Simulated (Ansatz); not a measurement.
# YSb (model cell, started as zinc blende): phonons and vibrational spectra, part 3 of 3

Aim: the vibrations of YSb (model cell, started as zinc blende), their spectra, and whether the structure is stable.

Ansatz 0.2.0; DFT LDA, scalar-relativistic, plane waves, PAW.

So far. Step 3 (Tight relaxation): The forces vanish by symmetry and the pressure is 0.008 GPa, within the tolerances set. The cell now holds 39.16 Å³/atom. Step 4 (Modes at Γ): Before it was imposed, the acoustic sum rule was missed by 1.0e-4 eV/Å² and the charge sum rule by 6.2e-4 e. Small misses are needed for a sound result but don't prove that mesh and cutoff are converged. The lowest optical mode is real, 174 cm⁻¹. The relaxed cell has a = 6.792 Å (conventional setting).

The structure was built from a prototype and need not be the compound's stable phase.

## (5) The dispersion (continued)

Interpolated from a 4×4×4 q mesh, with the LO-TO term (at Γ the limit along the path; where Γ stands inside the path, tables give the limit on arrival). The phonon branches at the labelled points (cm⁻¹):

```csv
point,branch 1,branch 2,branch 3,branch 4,branch 5,branch 6
Γ,0,0,0,174,174,204
X,33,33,127,162,170,170
U,28,49,124,158,171,172
jump to K,28,49,124,158,171,172
Γ,0,0,0,174,174,204
L,19,19,107,174,175,175
W,43,46,126,153,171,172
X,33,33,127,162,170,170
```

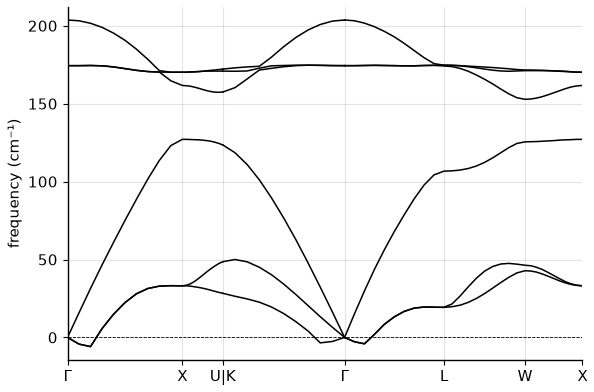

Phonon branches along the path.

The phonon density of states has structure finer than the step of the table below, so its rows give means over 20 cm⁻¹, whole bins alone (the curve runs from -5 to 203 cm⁻¹). Peaks (cm⁻¹: height): 33.0: 0.0803, 173.0: 0.460.

Tetrahedra on a 16×16×16 mesh, mean over bins of 2 cm-1. Interpolated from a 4×4×4 q mesh. The phonon density of states by wavenumber; means over each step:

```csv
wavenumber (cm⁻¹),phonon density of states (1/cm⁻¹/cell)
20,0.0434
40,0.0541
60,0.00406
80,0.00760
100,0.0184
120,0.0187
140,0
160,0.0309
180,0.113
```

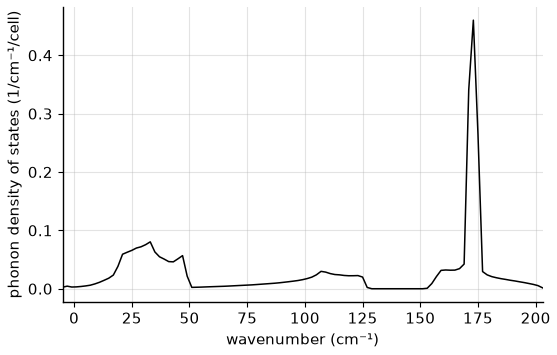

Phonon density of states against wavenumber.

The partial phonon density of states has structure finer than the step of the table below, so its rows give means over 20 cm⁻¹, whole bins alone (the curve runs from -15.3 to 219 cm⁻¹). Peaks (cm⁻¹: height): Sb 30.4: 0.0458, 107.0: 0.0201, 173.3: 0.129; Y 30.4: 0.0281, 173.3: 0.218.

Phonopy on the run's constants, 15x15x15 mesh, Gaussian sigma 2.0 cm-1. Interpolated from a 4×4×4 q mesh. Table of partial phonon density of states by wavenumber; means over each step; values in 1/cm⁻¹/cell:

| wavenumber (cm⁻¹) | Sb | Y |
| --- | --- | --- |
| 0 | 0.00224 | 0.00158 |
| 20 | 0.0266 | 0.0169 |
| 40 | 0.0332 | 0.0199 |
| 60 | 0.00301 | 0.00185 |
| 80 | 0.00496 | 0.00270 |
| 100 | 0.0130 | 0.00514 |
| 120 | 0.0159 | 0.00291 |
| 140 | 6.1e-5 | 2.6e-5 |
| 160 | 0.00921 | 0.0271 |
| 180 | 0.0394 | 0.0682 |
| 200 | 0.00238 | 0.00374 |

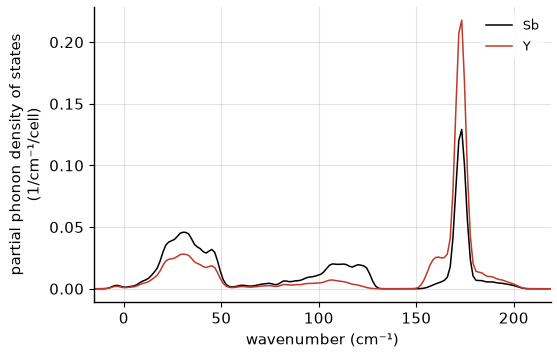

Partial phonon density of states, plotted against wavenumber.

Second derivatives of the energy by pair, one row for each kind of neighbour of each atom listed. Each entry sums the pair over the periodic images of the supercell that the q mesh stands for, and in a polar crystal it holds the long-range dipole part too. Force constants by pair, by row:

```csv
atom,neighbour,distance (Å),third of the trace (eV/Å²),along the pair's line (eV/Å²)
Y1,itself,0,6.767,–
Y1,Sb,2.941,-1.535,-4.178
Y1,Y,4.802,-0.0292,-0.3246
Y1,Sb,5.631,-0.0306,0.1176
Y1,Y,6.792,-0.0211,-0.1017
Y1,Sb,7.401,0.0411,0.1145
Sb2,itself,0,6.003,–
Sb2,Y,2.941,-1.535,-4.178
Sb2,Sb,4.802,0.0228,-0.2694
Sb2,Y,5.631,-0.0306,0.1176
Sb2,Sb,6.792,-0.0099,-0.0618
Sb2,Y,7.401,0.0411,0.1145
```

Symmetry leaves 8 wavevectors to solve. The lowest mode among them, the acoustic zeros apart, lies at q = (0, 0, 0.25) and is real, 13.2 cm⁻¹. Between them the interpolated path dips to 6i cm⁻¹.

## (6) Another isotope

An isotope changes the mass and not the force constants, so no new electronic calculation is needed; the shifts show which modes move this element.

The same force constants with the mass of Sb changed from 121.760 to 122.904 u (phonopy, no LO-TO term). Both lists are sorted by frequency; levels can cross, so a row need not hold one and the same mode. Modes under 3 cm⁻¹ are left out. Isotope shifts, by row:

| q | rank | natural mass (cm⁻¹) | changed mass (cm⁻¹) |
| --- | --- | --- | --- |
| 0 0 0 | 4 | 174.4 | 174 |
| 0 0 0 | 5 | 174.4 | 174 |
| 0 0 0 | 6 | 174.4 | 174 |
| 0 0 0.25 | 1 | 13.22 | 13.18 |
| 0 0 0.25 | 2 | 13.22 | 13.18 |
| 0 0 0.25 | 3 | 67.86 | 67.66 |
| 0 0 0.25 | 4 | 174.4 | 174.1 |
| 0 0 0.25 | 5 | 174.4 | 174.1 |
| 0 0 0.25 | 6 | 192.8 | 192.5 |
| 0 0 -0.5 | 1 | 19.32 | 19.27 |
| 0 0 -0.5 | 2 | 19.32 | 19.27 |
| 0 0 -0.5 | 3 | 106.7 | 106.3 |
| 0 0 -0.5 | 4 | 174.2 | 174 |
| 0 0 -0.5 | 5 | 174.7 | 174.3 |
| 0 0 -0.5 | 6 | 174.7 | 174.3 |
| 0 0.25 0.25 | 1 | 22.3 | 22.24 |
| 0 0.25 0.25 | 2 | 22.3 | 22.24 |
| 0 0.25 0.25 | 3 | 74.98 | 74.75 |
| 0 0.25 0.25 | 4 | 172.5 | 172.2 |
| 0 0.25 0.25 | 5 | 172.5 | 172.2 |
| 0 0.25 0.25 | 6 | 190.7 | 190.3 |

A mode of this element alone would shift by -0.47 %. The highest zone-centre frequency without the field goes from 174.4 to 174.0 cm⁻¹ (-0.2 %). The product of the frequency ratios over all optical modes at Γ is 0.994; the product rule, (m/m′)^(3k/2) (M′/M)^(3/2) with k = 1 such atoms and M the mass of the cell, gives 0.994.

## (7) Summary of results

```yaml
space_group_after_relaxation_within_0p01_a: F-43m
volume_per_atom: 39.2 Å³
gap_on_the_k_mesh: 1.31 eV
highest_optical_mode_at_the_zone_centre_no_lo_to_term: 174 cm⁻¹
top_of_the_zone_centre_spectrum_with_the_field: 204 cm⁻¹
lowest_optical_zone_centre_mode: 174 cm⁻¹
mean_high_frequency_dielectric_constant: 8.13
mean_static_dielectric_constant: 11.1
largest_born_charge_third_of_the_trace: 2.72 e
lowest_mode_on_the_q_mesh_acoustic_modes_at_gamma_apart: 13.2 cm⁻¹
highest_frequency_on_the_path_or_at_a_solved_wavevector: 204 cm⁻¹
imaginary_modes_on_the_4x4x4_q_mesh: none
```

What this shows: No mode is imaginary at the 8 irreducible wavevectors solved, but between them the interpolated path dips to 5.9i cm⁻¹, so stability is not settled. Without the field, the optical modes at Γ form one degenerate level at 174 cm⁻¹. With the macroscopic field of the longitudinal modes the top of the zone-centre spectrum lies at 204 cm⁻¹, against 174 cm⁻¹ without it. Lattice motion raises the mean dielectric constant from 8.130 to 11.10. The strongest infrared line is at 174 cm⁻¹. Averaged over orientations, the strongest Raman line at 532 nm and 300 K is at 174 cm⁻¹, among the modes without the field; their longitudinal partners can be Raman active too. The tensors are the static, non-resonant ones, while 532 nm light (2.33 eV) lies above the computed gap. The program warns that the interpolation holds no quadrupole term, so branches close to Γ can be off in this crystal. Spin-orbit coupling is left out, which can matter for the heavy elements here. The starting cell was built on a prototype and not taken from a measurement, so the phase need not exist. These are harmonic frequencies at zero temperature: anharmonic shifts, linewidths and thermal expansion are left out.

[Logs are printed without paths, hosts, clocks, repeated set-up lines and the standing remarks that a program may print on its own settings, such as how far it seeks lower states.]

[Hosts, paths, dates, database ids (printed as entryN), source tags and the programs' standing remarks are cut or masked in the printed files.]
